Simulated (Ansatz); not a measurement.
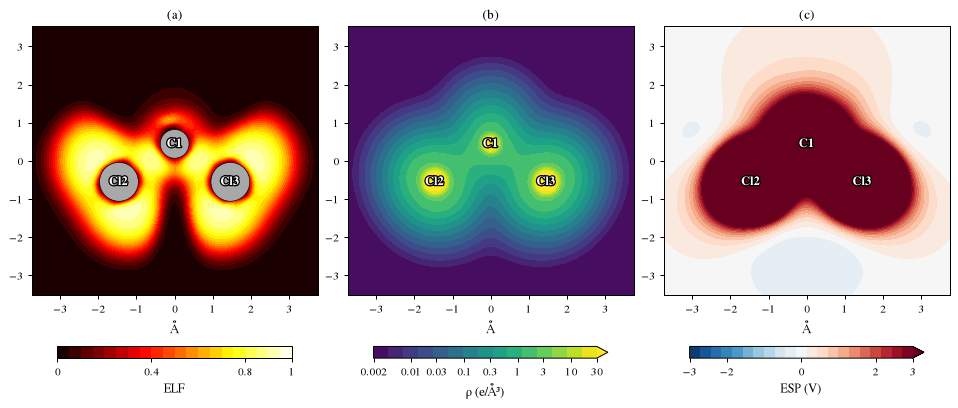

Figure. CHCl2F (SMILES FC(Cl)Cl). (a) electron localisation function; (b) total electron density; (c) electrostatic potential on the plane of atoms Cl2, C1 and Cl3. Grey discs cover the atomic cores in the ELF map.

Geometry: PBE0-D3(BJ)/def2-SVP.

Method: isolated molecule in a Gaussian basis; Kohn-Sham density functional theory, functional PBE0 in Ansatz 0.2.0.

```xyz
5

C    -0.9490    0.0698   -0.5242
Cl    0.1994   -0.4838   -1.7466
Cl   -1.5709   -1.2767    0.4348
F    -1.9609    0.7045   -1.1147
H    -0.4213    0.7545    0.1529
```

> What does the map show?

The section cuts through C and Cl sites. C–Cl (1.77 Å): ρ at the midpoint is about 1.4 e/Å³; the ELF peaks at about 0.90 between the atoms, as expected for localised, covalent bonding. The ELF also peaks beside Cl2 and Cl3, away from the bonds: lone-pair regions. The potential has no marked negative region in this plane.
